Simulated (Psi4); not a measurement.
# One shape, several levels: C2H3Si (SMILES [C]#C[SiH3])

We compute a comparison of 5 runs (UHF/STO-3G, UHF/6-311G**, UB3LYP/6-31G*, UPBE0/def2-SVP, UPBE0/pcseg-1) of C2H3Si. 

The results are computed with Psi4 1.11.

5 further runs of the same task are left out: 5 that didn't finish.

## 1. Starting point

C2H3Si: 6 atoms, total charge 0, spin state doublet. SMILES: `[C]#C[SiH3]`. Geometry: relaxed at PBE0-D4/def2-TZVP.

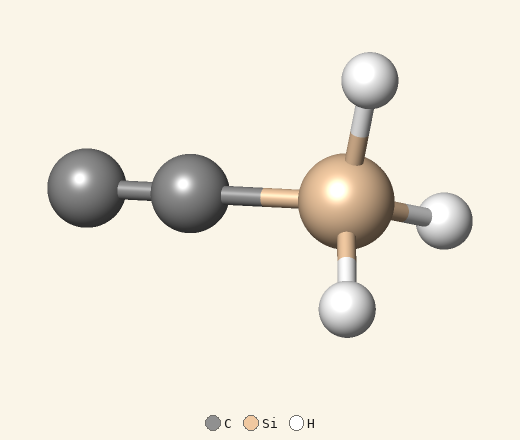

The structure, seen from a chosen angle (carbon grey, silicon light orange, hydrogen white).

## 2. A single-point energy at UHF/STO-3G (run 1)

Input file c2h3si.xyz:

```xyz
6
C2H3Si
C      1.099800    -1.943700     1.067500
C      0.563900    -0.994100     0.538900
Si    -0.246300     0.437400    -0.257000
H     -1.451000    -0.035700    -0.979200
H      0.706200     1.059100    -1.207200
H     -0.630600     1.412800     0.790800
```

Input file run.py:

```python
import psi4

psi4.set_memory(1600000000)
psi4.set_num_threads(1)
psi4.core.set_output_file('psi4.out', False)

with open('c2h3si.xyz') as f:
    atoms = ''.join(f.readlines()[2:])
mol = psi4.geometry('0 2\n' + atoms + 'symmetry c1')

psi4.set_options({
    'basis': 'STO-3G',
    'reference': 'uhf',
    'puream': True,
    'e_convergence': 1e-09,
    'd_convergence': 1e-08,
    'scf_type': 'pk',
    'maxiter': 200,
})

energy_value, wavefunction = psi4.energy('hf', return_wfn=True)
psi4.oeprop(wavefunction, 'MAYER_INDICES', 'LOWDIN_CHARGES', 'WIBERG_LOWDIN_INDICES')
print(f'hf energy: {energy_value:.10f} Eh')
```

On the command line:

```
python run.py
```

psi4.out:

```text
[...]
  Running in c1 symmetry.
[...]
  Nuclear repulsion =   76.367132930564821
[...]
  Multiplicity = 2
[...]
  Nalpha       = 15
  Nbeta        = 14
[...]
    Number of basis functions: 22
[...]
   @UHF iter   1:  -361.96079328214233   -2.43301e+00   5.36647e-03 ADIIS/DIIS
[...]
   @UHF iter  17:  -361.99898988315022   -1.09821e-10   8.27355e-09 DIIS
[...]
   @S^2 Observed:                1.298424920E+00
[...]
    Orbital Energies [Eh]
    ---------------------
    Alpha Occupied:
       1A    -68.008448     2A    -10.990569     3A    -10.915187
       4A     -5.986484     5A     -4.013301     6A     -4.011603
       7A     -4.011603     8A     -0.948370     9A     -0.718084
      10A     -0.547908    11A     -0.439472    12A     -0.439442
      13A     -0.433827    14A     -0.365232    15A     -0.365228
    Alpha Virtual:
      16A      0.382208    17A      0.382219    18A      0.508272
      19A      0.539680    20A      0.609853    21A      0.609913
      22A      1.287206
[...]
  @UHF Final Energy:  -361.99898988315022
   => Energetics <=
    Nuclear Repulsion Energy =             76.3671329305648214
    One-Electron Energy =                -652.9671264264609363
    Two-Electron Energy =                 214.6010036127458989
    Total Energy =                       -361.9989898831502160
  UHF NO Occupations:
  HONO-2 :   13  A 1.8557417
  HONO-1 :   14  A 1.8557408
[...]
 Multipole Moments:
 ------------------------------------------------------------------------------------
     Multipole            Electronic (a.u.)      Nuclear  (a.u.)        Total (a.u.)
 ------------------------------------------------------------------------------------
 L = 1.  Multiply by 2.5417464519 to convert [e a0] to [Debye]
 Dipole X            :          1.7896786           -1.8970314           -0.1073528
 Dipole Y            :         -3.1633041            3.3529337            0.1896296
 Dipole Z            :          1.7588065           -1.8642941           -0.1054876
 Magnitude           :                                                    0.2420984
[...]
```

On the terminal:

```text
hf energy: -361.9989898832 Eh
```

It took 1.8 s on 1 thread of Intel Xeon Platinum 8488C (Sapphire Rapids), shared host; peak memory 0.18 GiB.

## 3. The energy at UHF/6-311G(d,p) (run 2)

Input file calc.py:

```python
import psi4

psi4.set_memory(1600000000)
psi4.set_num_threads(1)
psi4.core.set_output_file('output.dat', False)

molecule = psi4.geometry("""
0 2
C      1.099800    -1.943700     1.067500
C      0.563900    -0.994100     0.538900
Si    -0.246300     0.437400    -0.257000
H     -1.451000    -0.035700    -0.979200
H      0.706200     1.059100    -1.207200
H     -0.630600     1.412800     0.790800
units angstrom
symmetry c1
no_reorient
no_com
""")

psi4.set_options({
    'basis': '6-311G**',
    'reference': 'uhf',
    'puream': True,
    'e_convergence': 1e-09,
    'd_convergence': 1e-08,
    'scf_type': 'pk',
    'maxiter': 200,
})

energy_value, wavefunction = psi4.energy('scf', molecule=molecule, return_wfn=True)
psi4.oeprop(wavefunction, 'DIPOLE', 'LOWDIN_CHARGES', 'MAYER_INDICES', title='SCF')
print(f'total energy {energy_value:.8f} hartree = {energy_value * 27.211386:.5f} eV')
for k, v in sorted(psi4.core.scalar_variables().items()):
    print(f'{k:45s} {v:18.10f}')
```

On the command line:

```
python calc.py
```

output.dat:

```text
[...]
  Running in c1 symmetry.
[...]
  Nuclear repulsion =   76.367132930564821
[...]
  Multiplicity = 2
[...]
  Nalpha       = 15
  Nbeta        = 14
[...]
    Number of basis functions: 80
[...]
   @UHF iter   1:  -366.19896409962445   -9.66948e-01   4.37459e-03 DIIS/ADIIS
[...]
   @UHF iter  18:  -366.29024543771970   -4.60432e-12   2.72520e-09 DIIS
[...]
   @S^2 Observed:                1.163386047E+00
[...]
    Orbital Energies [Eh]
    ---------------------
    Alpha Occupied:
       1A    -68.799282     2A    -11.299709     3A    -11.222073
       4A     -6.145369     5A     -4.253540     6A     -4.252007
       7A     -4.252007     8A     -1.058064     9A     -0.773985
      10A     -0.638118    11A     -0.540866    12A     -0.501673
      13A     -0.501650    14A     -0.445261    15A     -0.445253
    Alpha Virtual:
      16A      0.119578    17A      0.119593    18A      0.131765
      19A      0.178579    20A      0.202186    21A      0.202189
      22A      0.277709    23A      0.277715    24A      0.361935
      25A      0.410798    26A      0.440772    27A      0.512576
[...]
  @UHF Final Energy:  -366.29024543771970
   => Energetics <=
    Nuclear Repulsion Energy =             76.3671329305648214
    One-Electron Energy =                -655.7952325398290441
    Two-Electron Energy =                 213.1378541715444896
    Total Energy =                       -366.2902454377197046
  UHF NO Occupations:
  HONO-2 :   13  A 1.8926038
  HONO-1 :   14  A 1.8925989
[...]
 Multipole Moments:
 ------------------------------------------------------------------------------------
     Multipole            Electronic (a.u.)      Nuclear  (a.u.)        Total (a.u.)
 ------------------------------------------------------------------------------------
 L = 1.  Multiply by 2.5417464519 to convert [e a0] to [Debye]
 Dipole X            :         -9.8212357            9.7483412           -0.0728945
 Dipole Y            :         17.2626532          -17.1341468            0.1285064
 Dipole Z            :         -8.8488900            8.7773999           -0.0714901
 Magnitude           :                                                    0.1641290
[...]
```

On the terminal:

```text
total energy -366.29024544 hartree = -9967.26526 eV
CURRENT ENERGY                                   -366.2902454377
CURRENT REFERENCE ENERGY                         -366.2902454377
DD SOLVATION ENERGY                                 0.0000000000
HF KINETIC ENERGY                                 366.2896157600
HF POTENTIAL ENERGY                              -732.5798611977
HF TOTAL ENERGY                                  -366.2902454377
HF VIRIAL RATIO                                     2.0000017191
NUCLEAR REPULSION ENERGY                           76.3671329306
ONE-ELECTRON ENERGY                              -655.7952325398
PCM POLARIZATION ENERGY                             0.0000000000
PE ENERGY                                           0.0000000000
SCF ITERATION ENERGY                             -366.2902454377
SCF ITERATIONS                                     18.0000000000
SCF TOTAL ENERGY                                 -366.2902454377
TWO-ELECTRON ENERGY                               213.1378541715
```

It took 2.7 s on 1 thread of Intel Xeon Platinum 8488C (Sapphire Rapids), shared host; peak memory 0.27 GiB.

Runs 3 to 4 aren't shown in full; the table further down has their settings and results.

## 4. Energy and forces at UPBE0/pcseg-1 (run 5)

Input file job.inp:

```
memory 1.6 GB

molecule mol {
  0 2
  C      1.099800    -1.943700     1.067500
  C      0.563900    -0.994100     0.538900
  Si    -0.246300     0.437400    -0.257000
  H     -1.451000    -0.035700    -0.979200
  H      0.706200     1.059100    -1.207200
  H     -0.630600     1.412800     0.790800
  symmetry c1
  no_reorient
  no_com
}

set reference uks
set puream true
set e_convergence 1e-09
set d_convergence 1e-08
set scf_type pk
set dft_radial_points 99
set dft_spherical_points 590
set maxiter 200

e_tot, wfn = gradient("pbe0/pcseg-1", return_wfn=True)
oeprop(wfn, "LOWDIN_CHARGES", "DIPOLE", "QUADRUPOLE", title="PBE0")
```

On the command line:

```
psi4 -n 1 job.inp job.out
```

job.out:

```text
[...]
  Running in c1 symmetry.
[...]
  Nuclear repulsion =   76.367132930564821
[...]
  Multiplicity = 2
[...]
  Nalpha       = 15
  Nbeta        = 14
[...]
    Number of basis functions: 61
[...]
   @UKS iter   1:  -366.87466454862192   -4.62028e-01   9.37425e-03 DIIS/ADIIS
[...]
   @UKS iter  13:  -367.06541429904377   -1.08002e-12   5.39389e-09 DIIS
[...]
   @S^2 Observed:                7.866876251E-01
[...]
  @UKS Final Energy:  -367.06541429904377
   => Energetics <=
    Nuclear Repulsion Energy =             76.3671329305648214
    One-Electron Energy =                -656.0961372612669038
    Two-Electron Energy =                 237.2720709459069042
    DFT Exchange-Correlation Energy =     -24.6084809142486343
    Empirical Dispersion Energy =           0.0000000000000000
    VV10 Nonlocal Energy =                  0.0000000000000000
    Total Energy =                       -367.0654142990438231
[...]
  -Total Gradient:
     Atom            X                  Y                   Z
    ------   -----------------  -----------------  -----------------
       1       -0.005225943566     0.009234299744    -0.005134276113
       2        0.003872480963    -0.006845220804     0.003806379903
       3        0.000286564411    -0.000489315753     0.000226528679
       4        0.001989664956     0.000747947824     0.001204799760
       5       -0.001557360057    -0.001040882658     0.001576104431
       6        0.000634558143    -0.001606835543    -0.001679577924
[...]
 Multipole Moments:
 ------------------------------------------------------------------------------------
     Multipole            Electronic (a.u.)      Nuclear  (a.u.)        Total (a.u.)
 ------------------------------------------------------------------------------------
 L = 1.  Multiply by 2.5417464519 to convert [e a0] to [Debye]
 Dipole X            :         -9.8758569            9.7483412           -0.1275157
 Dipole Y            :         17.3596522          -17.1341468            0.2255054
 Dipole Z            :         -8.9029114            8.7773999           -0.1255115
 Magnitude           :                                                    0.2878647
 L = 2.  Multiply by 1.3450342976 to convert [e a0^2] to [Debye ang]
 Quadrupole XX       :        -66.2171616           46.4821474          -19.7350141
 Quadrupole XY       :         62.8942021          -63.5254678           -0.6312657
[...]
```

Wall time 16 s (1 thread of Intel Xeon Platinum 8488C (Sapphire Rapids), shared host); peak memory 0.77 GiB.

## 5. The series

```csv
run,level,task,Cartesian functions,energy (Eh),dipole moment (D),HOMO energy (eV),LUMO energy (eV),wall time
1,UHF/STO-3G,energy,no,-361.998990,0.62,-9.00,6.02,1.8 s
2,UHF/6-311G**,energy,no,-366.290245,0.42,-11.24,1.01,2.7 s
3,UB3LYP/6-31G* (Cartesian functions),gradient,yes,-367.320555,0.65,-7.83,-5.01,16 s
4,UPBE0/def2-SVP,gradient,no,-366.943355,0.62,-8.35,-4.64,18 s
5,UPBE0/pcseg-1,gradient,no,-367.065414,0.73,-8.41,-4.80,16 s
```

## 6. What came out

| quantity | value |
| --- | --- |
| run 5: total energy | -367.06541 Eh |
| run 5: dipole moment | 0.73 D |
| run 5: HOMO energy (highest over α and β) | -8.41 eV |
| run 5: LUMO energy (lowest over α and β) | -4.80 eV |
| run 5: ⟨S²⟩ | 0.787 |
| run 5: largest force on an atom | 0.606 eV/Å |

In words: The dipole moment (its size) runs from 0.42 D (UHF/6-311G**) to 0.73 D (UPBE0/pcseg-1). The two ends differ in method and basis. Totals of different functionals can't be ranked against each other. In run 1 the basis is minimal, so the values are rough. Spin contamination of the reference: run 1 ⟨S²⟩ = 1.30, run 2 ⟨S²⟩ = 1.16. All runs together took 54 s, the longest 18 s.
